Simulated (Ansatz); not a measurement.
**C₂H₃Cl₃OSi: a ladder of functionals and wavefunction methods**

Aim: compute C₂H₃Cl₃OSi with functionals from several rungs and with coupled cluster. The yardstick is the atomisation energy at the CCSD(T) limit.

The runs use Ansatz 0.2.0, Gaussian basis; functionals in def2-TZVPP, the program's frozen cores in correlated methods.

Levels to be run: PBE-D4, r2SCAN-D4, PBE0-D4, B3LYP-D4, ωB97X-V, ωB97M-V, B2PLYP; CCSD(T)/def2-TZVPP; MP2/def2-QZVPP; extrapolation to the limit.

### Step 1. Structure used throughout

An earlier PBE0-D4 in a triple-zeta def2 set relaxation fixed the geometry.

SMILES `C=CO[Si](Cl)(Cl)Cl`, 10 atoms, charge 0, spin multiplicity 1.

Atoms are counted from 1 here; the program's logs count them from 0.

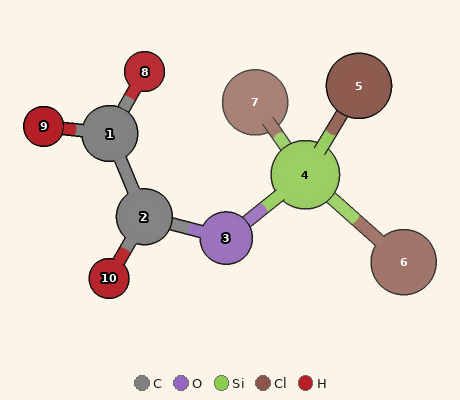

The geometry (carbon grey, oxygen purple, silicon green, chlorine brown, hydrogen red); atoms are numbered from 1 in the order of the file.

### Step 2. PBE-D4 (GGA)

Input file in.yaml:

```yaml
crystal:
  periodic: [false, false, false]
  atoms:
    - {symbol: C, position_ang: [-0.299159, 0.476624, -1.609096]}
    - {symbol: C, position_ang: [-0.891145, -0.428186, -0.847916]}
    - {symbol: O, position_ang: [-0.578318, -0.732881, 0.442498]}
    - {symbol: Si, position_ang: [0.556713, -0.160253, 1.447011]}
    - {symbol: Cl, position_ang: [0.309929, 1.823853, 1.774054]}
    - {symbol: Cl, position_ang: [0.328755, -1.172335, 3.176462]}
    - {symbol: Cl, position_ang: [2.414933, -0.476080, 0.704447]}
    - {symbol: H, position_ang: [0.525768, 1.089462, -1.268015]}
    - {symbol: H, position_ang: [-0.650571, 0.616951, -2.621852]}
    - {symbol: H, position_ang: [-1.716915, -1.037155, -1.197595]}
basis:
  gaussian: {orbitals: def2-TZVPP}
hamiltonian: {xc: pbe, dispersion: d4}
output: {forces: true, orbitals: {seedname: orbitals}}
```

Launch:

```console
$ ansatz run in.yaml --threads 2 --pin off --events-out ev --progress --plain --max-ram 32768MiB --backend cuda --devices 0, --max-vram 18GiB
```

Further steps of the session: r2SCAN-D4 (meta-GGA); PBE0-D4 (hybrid); B3LYP-D4 (hybrid); ωB97X-V (range-separated); ωB97M-V (range-separated); B2PLYP (double hybrid); CCSD(T) in def2-TZVPP; MP2 in def2-QZVPP.

Q: Predict the results of all the runs planned. Wanted: atomisation energy, CCSD(T)/CBS; farthest; mean size of error, hybrid; mean size of error, range-separated; gap, smallest and largest; T1 diagnostic; triples share of the correlation energy.

As calculated:

| quantity | value |
| --- | --- |
| atomisation energy, CCSD(T)/CBS | 3971.1 kJ/mol |
| functionals within 19.9 kJ/mol (0.5 %) | PBE0-D4, ωB97X-V |
| farthest | PBE-D4 (+99.0 kJ/mol) |
| mean size of error, hybrid | 27.3 kJ/mol |
| mean size of error, range-separated | 15.0 kJ/mol |
| gap, smallest and largest | 5.34 eV (PBE-D4), 12.18 eV (ωB97X-V) |
| T1 diagnostic | 0.0108 |
| triples share of the correlation energy | 4.3 % |

What this shows: PBE-D4 is off by +99.0 kJ/mol. Double hybrids carry the basis error of their MP2 part in triple zeta, and no dispersion term here, so their miss is partly the set-up's. The reference freezes the cores and leaves out relativity and excitations past (T), so misses under about 19.9 kJ/mol can't be ranked. Hartree-Fock recovers 73 % of the binding; the rest is correlation. Orbital gaps span 5.3 to 12.2 eV; exact exchange widens them.
